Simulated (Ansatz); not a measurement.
```
Hg Se
1.0
     5.10259    0.00000    0.00000
     0.00000    5.10259    0.00000
     0.00000    0.00000    5.10259
Hg Se
1 4
Direct
  0.00000 0.00000 0.00000
  0.31021 0.31021 0.31021
  0.68979 0.68979 0.31021
  0.31021 0.68979 0.68979
  0.68979 0.31021 0.68979
```

Space group P-43m; a structure generated by program, which may or may not match a known phase.

Theory: Ansatz, DFT PBE, scalar-relativistic, plane waves, PAW.

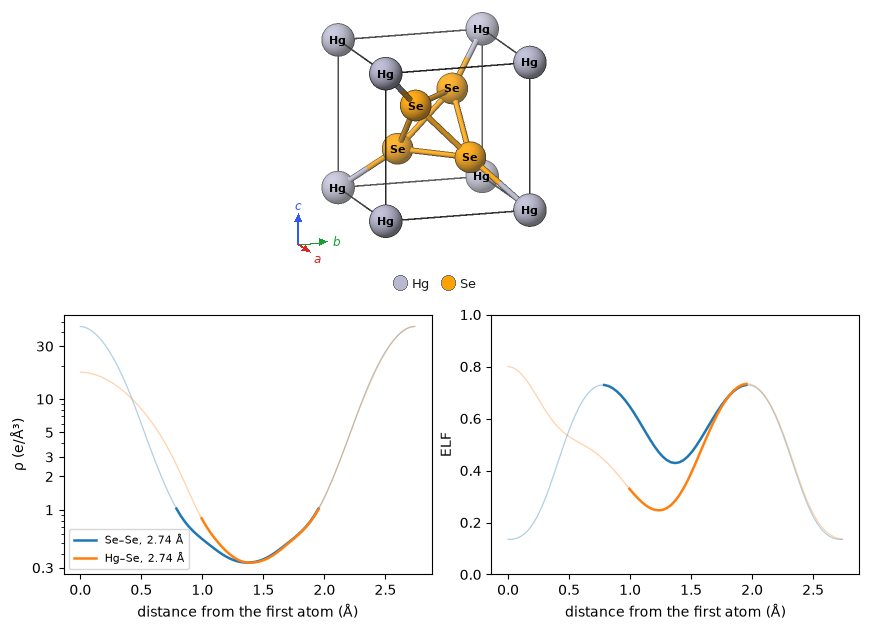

HgSe$_{4}$. Valence charge density (pseudo) and electron localisation function along straight lines between neighbouring atoms. Thin, pale parts lie inside the atomic spheres. The structure is drawn too.

Core electrons are frozen (PAW), and the valence fields are smoothed inside the atomic spheres.

### Compare the contacts.

Se–Se (2.74 Å): the density is about 0.33 e/Å³ at the midpoint; the ELF is about 0.45 at the midpoint.
Hg–Se (2.74 Å): ρ at the midpoint is about 0.33 e/Å³; the ELF is about 0.30 at the midpoint.
